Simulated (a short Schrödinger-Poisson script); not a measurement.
System: MOS inversion layer, SiO2 on p-type Si(100), at 300 K.

```csv
layer,material,thickness (nm),Na (cm⁻³)
1,SiO2,1.4,-
2,Si,1100,1.5e17
```

The device is made up for the run: typed textbook-type constants, with dimensions and the other settings drawn at random. SiO2: permittivity 3.9, conduction-band edge (eV) 3.15, gap (eV) 9, electron mass (mₑ) 0.5. Si: permittivity 11.7, conduction-band edge (eV) 0, gap (eV) 1.124, Nv at 300 K (cm⁻³) 3.1e19.

Channel valleys (confinement mass, in-plane density-of-states mass, number): Δ2 0.916, 0.19, 2; Δ4 0.19, 0.417, 4. At the gate the conduction-band edge of layer 1 lies 3.51 eV − eVg above the Fermi level of the channel; the field vanishes at the back. Gaps are held at their typed values at every temperature. Mesh 0.03 nm at interfaces.

Solved with a short Schrödinger-Poisson script written for these runs: 1D Poisson equation in equilibrium, electrons quantum, Hartree (BenDaniel-Duke, 12 states a valley, the channel's in-plane mass for all, wave functions free to enter the dielectric), parabolic valleys, classical holes, full ionisation, no traps, pinning or gate leakage.

Only gate voltages with over 1e8 electrons/cm² are shown.

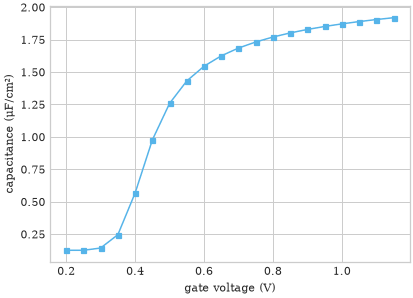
Quasi-static capacitance against gate voltage

```tsv
Vg (V)	electrons (cm⁻²)	C (μF/cm²)	Δ2 E0 (meV)	Δ2 E1 (meV)	Δ4 E0 (meV)	Δ4 E1 (meV)
0.2	1.41e8	0.125	291.1	332.1	323.3	391.2
0.3	4.81e9	0.143	198.7	241.5	232.2	303.3
0.4	1.18e11	0.567	114.7	159.9	149.9	224.2
0.5	6.81e11	1.26	66.5	116.6	105.4	183.7
0.6	1.56e12	1.54	41.6	97.7	85.1	167.4
0.7	2.56e12	1.68	25.2	87.3	73.2	159.1
0.8	3.64e12	1.77	12.7	80.6	64.8	154.1
0.9	4.76e12	1.83	2.5	75.7	58.5	150.7
1	5.92e12	1.87	-6.4	72.0	53.2	148.2
1.1	7.10e12	1.90	-14.4	69.0	48.7	146.3
```

Subbands count from the Fermi level.
